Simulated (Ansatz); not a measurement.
## Relaxing generalised stacking fault on (110) of a LiCl-LiBr solid solution (56 atoms)

Wanted: the relaxed structure of generalised stacking fault on (110) of a LiCl-LiBr solid solution (56 atoms) and its electronic structure.

Method: Kohn-Sham DFT, revPBE, PAW (set soft_2), plane waves, in Ansatz 0.2.0.

### Step 1. Starting point

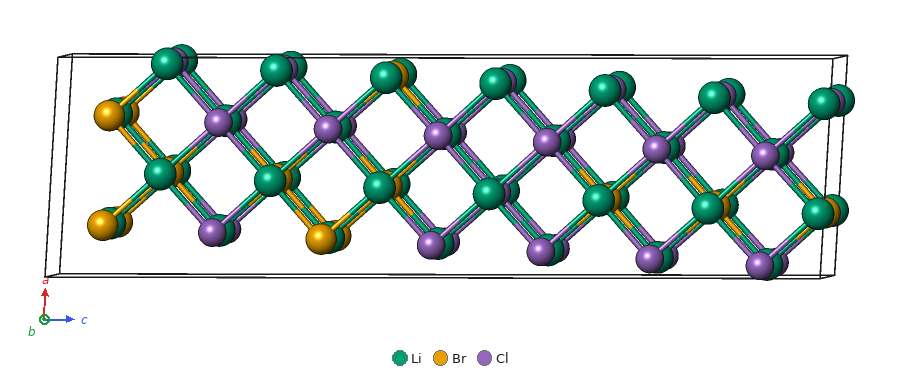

The starting structure, seen from the side, with the c axis across the page (lithium teal, bromine orange, chlorine purple). Some periodic images of atoms are drawn too.

The cell holds 56 atoms: 28 Li, 10 Br and 18 Cl. Cell: a = 7.448 Å, b = 5.266 Å, c = 26.313 Å, α = 90.0°, β = 86.6°, γ = 90.0°. It derives from LiCl and LiBr. Rock-salt LiCl lattice (a = 5.2663 Å, the value set for the mixture), cell with z along [110], 2 x 1 x 7 periods; the third cell vector is tilted by 0.417 of 1/2[1-10] and lengthened by 0.2 Å, so the cell holds one fault; displaced by a Gaussian of 0.01 Å; 10 of 28 Cl sites given to Br at random (lattice constant by Vegard's rule between LiCl and LiBr).

Before any run, some limits are plain. The cell is under 6 Å thick along one periodic direction, so every atom has periodic images of itself close by, which move with it and show among its neighbours and in g(r). Atoms were free to move along the slip, so the relaxation can undo part or all of it. The host structure and its lattice constant were typed by rule, without a check against the phase diagram.

### Step 2. Single point at the start

A single point comes first, to see the forces before anything moves.

input.yaml reads:

```yaml
crystal:
  lattice:
    - [7.44767, 0.0, 0.0]
    - [0.0, 5.2663, 0.0]
    - [1.55157, 0.0, 26.26686]
  atoms:
    - { symbol: Li, position: [0.79513, 0.00218, 0.992] }
    - { symbol: Br, position: [0.7351, 0.0014, 0.07085] }
    - { symbol: Li, position: [0.97089, 0.99891, 0.14148] }
    - { symbol: Cl, position: [0.70462, 0.00223, 0.21221] }
    [... 46 atom lines left out ...]
    - { symbol: Li, position: [0.61715, 0.49871, 0.6377] }
    - { symbol: Br, position: [0.35223, 0.49958, 0.70849] }
    - { symbol: Li, position: [0.58748, 0.50001, 0.77954] }
    - { symbol: Br, position: [0.32065, 0.50152, 0.85002] }
    - { symbol: Li, position: [0.55706, 0.49745, 0.92088] }
    - { symbol: Br, position: [0.29243, 0.50399, 0.99235] }
kpoints:
  mp_grid: { grid: [2, 3, 1] }
hamiltonian:
  xc: revpbe
scf:
  occupations: { method: fermi_dirac, width: 0.05 }
output:
  forces: true
  stress: true
  populations: true
  dos:
    method: { smearing: { sigma: 0.1 } }
    de: 0.1
    projected: { site_lists: { Br: [Br], Cl: [Cl], Li: [Li] } }
  eigenvalues: true
```

Started as:

```
ansatz run input.yaml --threads 4 --pin off --max-ram 8192MiB --backend cpu --events-out ev --progress --plain --runs-dir out
```

Wall time 90 s (4 threads of Arm Neoverse N1, shared host); peak memory 3 GiB.

Read from the output:

* free energy: -53195.8670 eV
* free energy per atom: -949.9262 eV/atom
* SCF cycles: 7
* pressure: 2.893 GPa
* r.m.s. force component: 0.4657 eV/Å
* longest force: 2.518 eV/Å
* Fermi energy: 5.01 eV
* gap (highest filled to lowest empty level): 5.557 eV
* spilling of the projection: 0.005802

The r.m.s. force component of 0.47 eV/Å and the pressure of 2.9 GPa set the starting point.

Neighbours are counted within 3.06 Å (Li-Cl), 3.02 Å (Li-Br).

Length of the force by element and coordination:

```csv
element,coordination,atoms,mean length of the force (eV/Å),spread,least,most
Br,all,10,0.765,1.05,0.0236,2.52
Br,5,3,2.35,0.194,2.08,2.52
Br,6,7,0.0843,0.0404,0.0236,0.161
Cl,all,18,0.146,0.296,0.0285,1.36
Cl,5,1,1.36,0,1.36,1.36
Cl,6,17,0.075,0.0365,0.0285,0.174
Li,all,28,0.428,0.670,0.0101,2.39
Li,5,4,1.96,0.585,0.956,2.39
Li,6,24,0.172,0.0945,0.0101,0.282
```

### Step 3. Relaxation

With the cell held, the atoms are moved downhill towards a nearby minimum.

input.yaml, the sections that differ from step 2:

```yaml
output:
  forces: true
relax:
  f_tol: 0.03
  max_steps: 200
# crystal, kpoints, hamiltonian, scf: as in step 2
```

It took 6.5 min on 4 threads; peak memory 3 GiB; 20 min of CPU time.

Relaxation path:

```csv
step,energy less that of the first step (eV),largest force component (eV/Å)
1,0.0000,2.4782
2,-1.0622,1.1839
3,-1.5532,0.3593
4,-1.7019,0.0491
5,-1.7618,0.0315
6,-1.8121,0.0541
7,-1.8360,0.0833
8,-1.7720,0.3112
9,-1.8593,0.0258
10,-1.8626,0.0283
```

Relaxation step 8 was tried and not accepted.

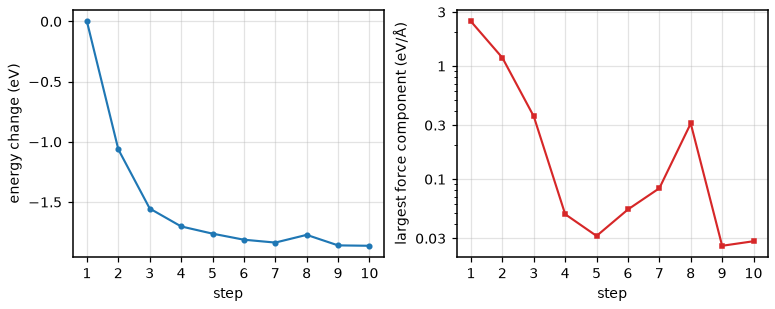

Energy and largest force along the relaxation.

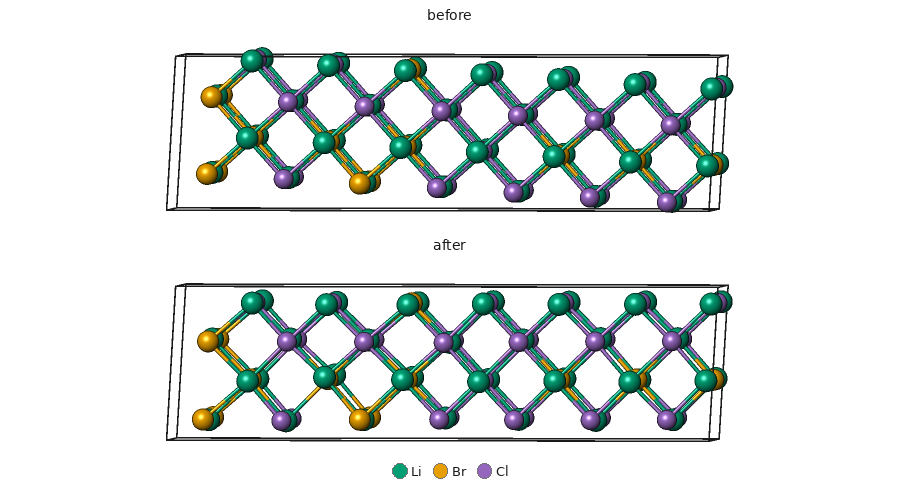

Before and after, at one scale.

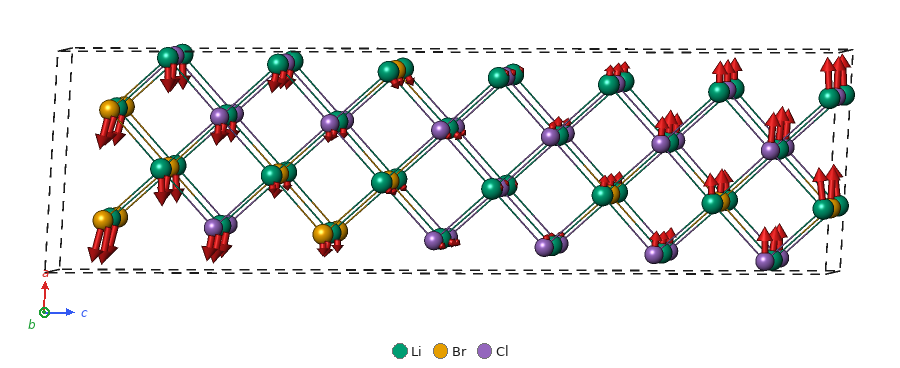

Displacements in the relaxation, exaggerated; the longest in the cell stands for 0.85 Å. Some periodic images of atoms are drawn too.

The atoms that moved most (Å):

```csv
atom,dx,dy,dz,length
Li29,-0.841,-0.026,-0.110,0.848
Br16,-0.761,-0.021,-0.156,0.777
Li55,0.759,0.016,0.032,0.760
Br56,0.744,-0.018,-0.002,0.744
Li15,0.721,-0.020,-0.124,0.732
Cl42,0.725,-0.003,-0.001,0.725
Li1,0.713,-0.009,-0.076,0.717
Br2,-0.696,-0.006,-0.133,0.709
```

The relaxation changed the energy by -33.3 meV/atom, and atoms moved by 0.47 Å r.m.s., 0.85 Å at most.

### Step 4. Structure statistics after relaxation

Bonds before and after, by the cutoffs listed below:

```csv
pair,bonds before,bonds after,mean before (Å),mean after (Å),spread before (Å),spread after (Å)
Li-Cl,107,108,2.629,2.612,0.052,0.084
Li-Br,57,60,2.603,2.696,0.124,0.080
```

Density 2.63 g/cm³, 18.40 Å³ an atom.

Pair distribution functions g(r), in bins of 0.2 Å:

```csv
r (Å),total,Li-Li,Li-Cl,Li-Br,Cl-Cl,Cl-Br,Br-Br
2.40,0.38,0.00,1.20,0.00,0.00,0.00,0.00
2.60,4.83,0.00,10.55,8.00,0.00,0.00,0.00
2.80,1.09,0.00,1.08,4.12,0.00,0.00,0.00
3.00,0.03,0.00,0.09,0.00,0.00,0.00,0.00
3.20,0.00,0.00,0.00,0.00,0.00,0.00,0.00
3.40,0.04,0.17,0.00,0.00,0.00,0.00,0.00
3.60,2.24,5.13,0.00,0.00,6.10,2.53,1.22
3.80,3.75,6.24,0.00,0.00,7.01,9.39,12.12
4.00,0.27,1.06,0.00,0.00,0.00,0.00,0.00
4.20,0.00,0.00,0.00,0.00,0.00,0.00,0.00
4.40,0.52,0.00,1.15,0.81,0.00,0.00,0.00
4.60,2.00,0.00,3.81,4.38,0.00,0.00,0.00
4.80,0.28,0.00,0.66,0.39,0.00,0.00,0.00
5.00,0.27,0.66,0.00,0.00,0.59,0.35,0.00
5.20,0.78,1.36,0.00,0.00,1.92,1.19,3.25
5.40,0.37,0.77,0.00,0.00,0.61,0.93,0.27
5.60,0.51,0.37,0.86,0.41,0.17,0.45,0.00
5.80,2.13,0.00,4.58,3.68,0.00,0.00,0.00
6.00,2.08,0.00,3.66,5.06,0.00,0.00,0.00
6.20,0.79,0.97,1.01,0.89,0.26,0.35,0.00
6.40,2.35,4.44,0.00,0.00,4.94,4.93,5.17
6.60,1.42,2.66,0.00,0.00,3.06,3.02,3.04
6.80,0.12,0.34,0.00,0.00,0.11,0.20,0.00
7.00,0.00,0.00,0.00,0.00,0.00,0.00,0.00
7.20,0.15,0.46,0.00,0.00,0.38,0.00,0.00
7.40,0.83,1.61,0.00,0.00,1.62,1.64,2.08
7.60,0.69,0.88,0.27,0.33,1.10,1.62,0.85
7.80,1.46,0.21,2.77,2.90,0.00,0.00,0.00
```

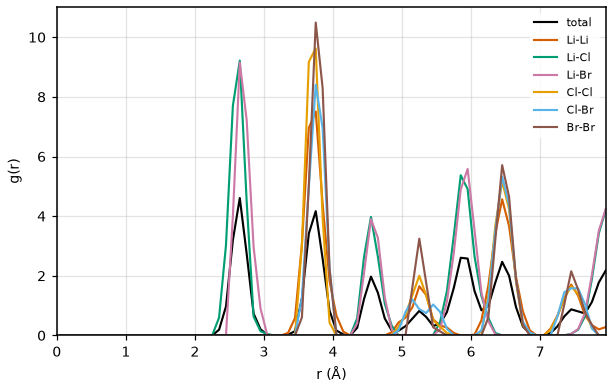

Pair distribution functions, lightly smoothed.

Bonds by pair of elements; cutoffs follow the first minimum of g(r), held within bounds set by covalent radii, and pairs that aren't listed don't count as bonded:

```csv
pair A-B,cutoff (Å),bonds,mean length (Å),spread (Å),shortest (Å),B about A,A about B
Li-Cl,3.06,108,2.61,0.084,2.45,3.86,6
Li-Br,3.23,60,2.70,0.08,2.60,2.14,6
```

How many atoms have how many bonded neighbours:

```csv
element,mean,6
Br,6,10
Cl,6,18
Li,6,28
```

Bond angles, per cent of each kind in bins of 5°:

```csv
angle (°),Li-Cl-Li,Br-Li-Cl,Cl-Li-Cl,Li-Br-Li,Br-Li-Br
80–85,1.5,1.1,0.0,2.0,3.5
85–90,37.4,46.7,24.2,36.7,69.0
90–95,40.7,32.6,54.5,40.0,6.9
95–100,0.4,0.0,1.1,1.3,0.0
100–105,0.0,0.0,0.0,0.0,0.0
105–110,0.0,0.0,0.0,0.0,0.0
110–115,0.0,0.0,0.0,0.0,0.0
115–120,0.0,0.0,0.0,0.0,0.0
120–125,0.0,0.0,0.0,0.0,0.0
125–130,0.0,0.0,0.0,0.0,0.0
130–135,0.0,0.0,0.0,0.0,0.0
135–140,0.0,0.0,0.0,0.0,0.0
140–145,0.0,0.0,0.0,0.0,0.0
145–150,0.0,0.0,0.0,0.0,0.0
150–155,0.0,0.0,0.0,0.0,0.0
155–160,0.0,0.0,0.0,0.0,0.0
160–165,0.0,0.0,0.0,0.0,0.0
165–170,0.0,0.0,0.0,0.0,0.0
170–175,0.0,1.6,0.0,2.0,5.2
175–180,20.0,17.9,20.2,18.0,15.5
```

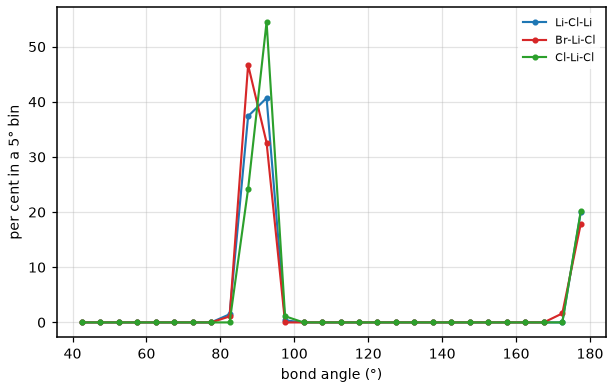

Distributions of the most common bond angles.

Bond angles (no mean is given where the spread exceeds 20°):

```csv
angle,count,mean (°),spread (°)
Li-Cl-Li,270,-,-
Br-Li-Cl,184,-,-
Cl-Li-Cl,178,-,-
Li-Br-Li,150,-,-
Br-Li-Br,58,-,-
```

With the cutoffs above, all Br atoms have 6, all Cl atoms have 6 and all Li atoms have 6 bonded neighbours.

### Step 5. Single point at the relaxed geometry

The electronic structure is read at the final geometry, in a run of its own.

input.yaml reads:

```yaml
crystal:
  lattice:
    - [7.44767, 0.0, 0.0]
    - [0.0, 5.2663, 0.0]
    - [1.55157, 0.0, 26.26686]
  atoms:
    - { symbol: Li, position: [0.89144, 0.0004, 0.9891] }
    - { symbol: Br, position: [0.64264, 0.00021, 0.0658] }
    - { symbol: Li, position: [0.89183, 0.00048, 0.1431] }
    - { symbol: Cl, position: [0.64196, 0.00043, 0.21119] }
    [... 46 atom lines left out ...]
    - { symbol: Li, position: [0.64793, 0.50036, 0.63752] }
    - { symbol: Br, position: [0.38961, 0.50037, 0.70871] }
    - { symbol: Li, position: [0.65815, 0.5004, 0.77996] }
    - { symbol: Br, position: [0.39277, 0.50045, 0.85016] }
    - { symbol: Li, position: [0.65877, 0.50047, 0.92209] }
    - { symbol: Br, position: [0.39232, 0.50054, 0.99228] }
kpoints:
  mp_grid: { grid: [2, 3, 1] }
hamiltonian:
  xc: revpbe
scf:
  occupations: { method: fermi_dirac, width: 0.05 }
output:
  forces: true
  stress: true
  populations: intrinsic
  dos:
    method: { smearing: { sigma: 0.08 } }
    de: 0.1
    projected: { site_lists: { Br: [Br], Cl: [Cl], Li: [Li] } }
  eigenvalues: true
  write_density: true
  write_potential: true
  volumetric_format: npy
```

It took 93 s on 4 threads; peak memory 3 GiB.

The run gave:

- free energy: -53197.7295 eV
- free energy per atom: -949.9595 eV/atom
- SCF cycles: 6
- pressure: 1.896 GPa
- r.m.s. force component: 0.00648 eV/Å
- longest force: 0.03283 eV/Å
- Fermi energy: 5.119 eV
- gap (highest filled to lowest empty level): 5.344 eV

Intrinsic-atomic-orbital charges by element:

```csv
element,coordination,atoms,mean charge (e),spread,least,most
Br,all,10,-0.619,0.0038,-0.625,-0.613
Cl,all,18,-0.693,0.0029,-0.698,-0.687
Li,all,28,0.666,0.0143,0.633,0.690
```

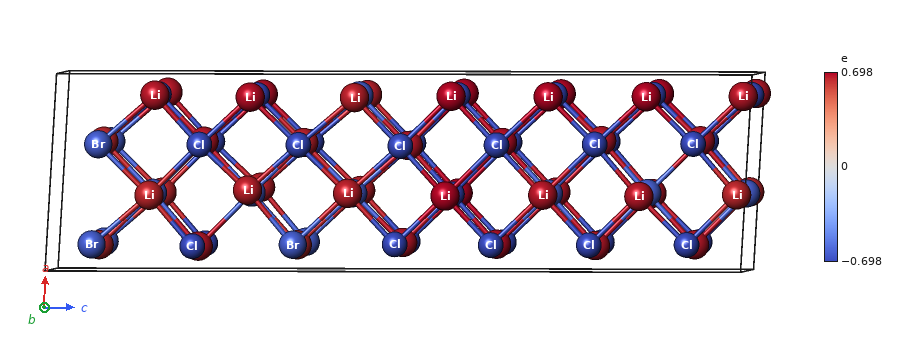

Atoms coloured by intrinsic-atomic-orbital charge. Some periodic images of atoms are drawn too.

Charge against the make-up of the first shell:

```csv
Cl neighbours of Li,atoms,mean charge (e)
1,1,0.633
2,4,0.647
3,4,0.657
4,12,0.668
5,3,0.679
6,4,0.69
```

Density of states as counts of states in windows of 1 eV (from the Fermi level), total and the larger projections:

```csv
from (eV),to (eV),total,Cl p,Br p,Li s
-14,-7,0.0,0.0,0.0,0.0
-7,-6,2.3,1.7,0.4,0.1
-6,-5,51.8,34.8,12.4,3.8
-5,-4,59.0,43.9,13.2,1.0
-4,-3,52.3,22.8,28.7,0.2
-3,-2,2.6,0.2,2.3,0.0
-2,2,0.0,0.0,0.0,0.0
2,3,0.3,0.0,0.0,0.2
3,4,11.5,0.4,0.2,4.2
4,5,38.4,0.8,0.5,14.2
```

The curve was stored every 0.10 eV, coarse against its broadening of 0.08 eV, so these counts are rough.

Between -26 and -14 eV lie 56 more states.

About 56 of the 280 electrons lie in deeper levels, below the stored range.

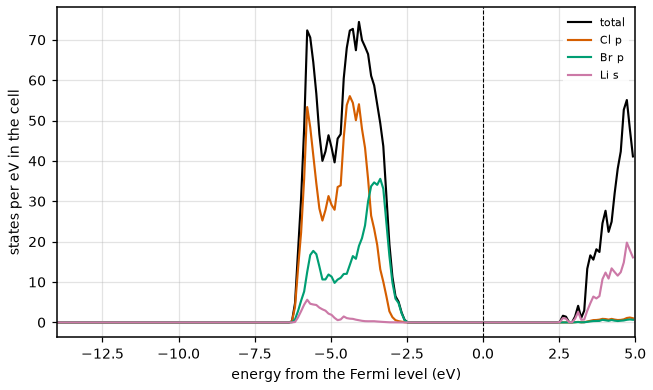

Total and projected density of states, with the broadening of the input.

The levels nearest the highest filled one (over half full), pooled over k-points and spins:

```csv
level less the highest filled one (eV),occupation
-0.344,2
-0.321,2
-0.283,2
-0.172,2
-0.141,2
0,2
5.34,0
5.79,0
5.80,0
6.09,0
6.11,0
6.15,0
```

Mean intrinsic-atomic-orbital charges: Br -0.62, Cl -0.69, Li +0.67 e. The charge on Li changes by +0.011 e for each Cl neighbour that takes the place of another kind, on average. The largest share in the top eV of filled states is Br p (69 % of the projected weight), and in the lowest eV of empty states Li s (72 % of the projected weight).

### Step 6. Summary of results

- energy change in the relaxation: -33.26 meV/atom
- r.m.s. displacement: 0.465 Å
- largest displacement: 0.848 Å
- free energy per atom: -949.9595 eV/atom
- density: 2.63 g/cm³
- pressure: 1.896 GPa
- r.m.s. force component: 0.00648 eV/Å
- gap (highest filled to lowest empty level): 5.344 eV
- wall time of the 3 DFT runs: 9.6 min

What this shows: Relaxation lowers the energy by 33.3 meV/atom and moves atoms by 0.47 Å r.m.s.; the r.m.s. force component goes from 0.47 to 0.0065 eV/Å, the pressure goes from 2.9 to 1.9 GPa, and the gap from 5.56 to 5.34 eV. By the final cutoffs 0 of 164 bonded pairs parted and 4 joined. Afterwards all atoms of each element have one and the same coordination, so bonds have reconnected across the defect, which no longer shows in the counts. Layers on the two sides of the fault moved in opposite directions along the plane, so much of the imposed slip has spread into a shear of the crystal. From the first step to the last the energy fell by 1.863 eV, and the largest move was 0.85 Å (Li29). The Li-Br bonds change most in mean length: from 2.603 Å (spread 0.124) to 2.696 Å (spread 0.080), and their number from 57 to 60. With the cutoffs above, all Br atoms have 6, all Cl atoms have 6 and all Li atoms have 6 bonded neighbours. Between filled and empty levels lie 5.34 eV on the run's k-points; the mesh holds the band edges only if they fold onto it, so the gap at this level can be narrower or closed, while semilocal functionals tend to narrow gaps against experiment.

**Limits.** Atoms were free to move along the slip, so the relaxation can undo part or all of it. The pressure of 1.9 GPa means that a free cell would grow at this level.

[Logs are printed without paths, hosts, clocks, repeated set-up lines and the standing remarks that a program may print on its own settings, such as how far it seeks lower states.]

[Hosts, paths, dates, database ids (printed as entryN), source tags and the programs' standing remarks are cut or masked in the printed files.]
